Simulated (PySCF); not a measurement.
```xyz
17

N     0.2532    0.0631    1.9178
Si   -0.3305    0.1587    0.2827
Si   -1.7040   -1.6866    0.0047
Si   -1.0275    2.2692   -0.4082
O     1.0302   -0.0537   -0.6151
Si    2.4523   -0.7335   -0.9492
H    -0.3799    0.2105    2.6864
H     1.1497    0.4719    2.1324
H    -1.4810   -2.8306    0.8984
H    -1.6577   -2.2387   -1.3553
H    -3.1033   -1.2872    0.2240
H    -1.5888    3.0437    0.7121
H    -0.0071    3.1454   -0.9989
H    -2.1094    2.1833   -1.3988
H     2.2090   -2.0997   -1.4103
H     3.0090    0.1258   -1.9913
H     3.2788   -0.7294    0.2586
```

Geometry: GFN2-xTB.

Computed with PBE0/pcSseg-1, SCF density, gas phase, non-relativistic in PySCF.

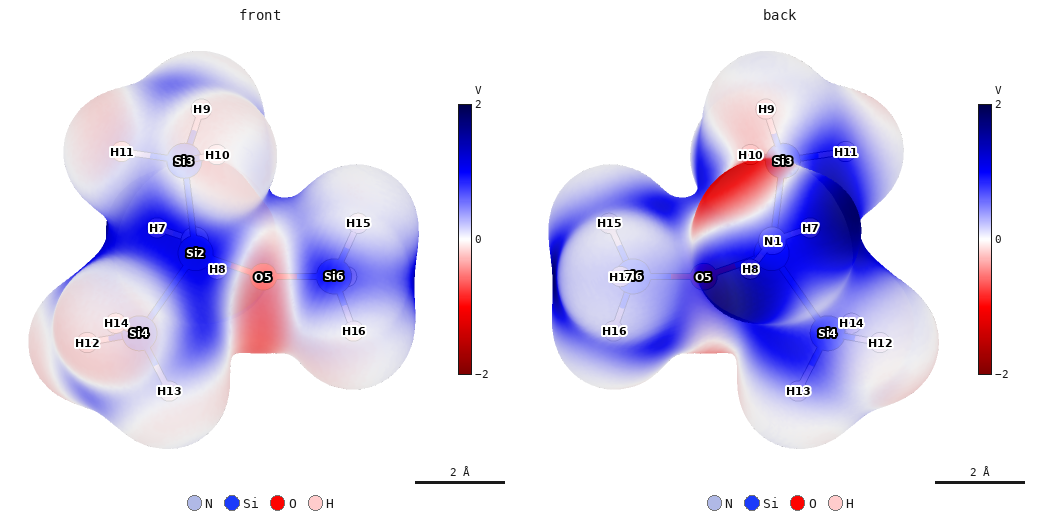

H11NOSi4 (SMILES N[Si]([SiH3])([SiH3])O[SiH3]). The electrostatic potential painted on the density surface at 0.002 e/bohr³, seen from the front and from behind; the colour scale runs from red (negative) to blue (positive).

Which sites attract a positive test charge, and which a negative one?

A positive charge is drawn to the negative regions and a negative charge to the positive ones. The most negative region (about −1.1 V) lies over N1, the most positive (about +1.8 V) over Si2, Si6, H7 and H8. N1 is the likeliest acceptor of a hydrogen bond.
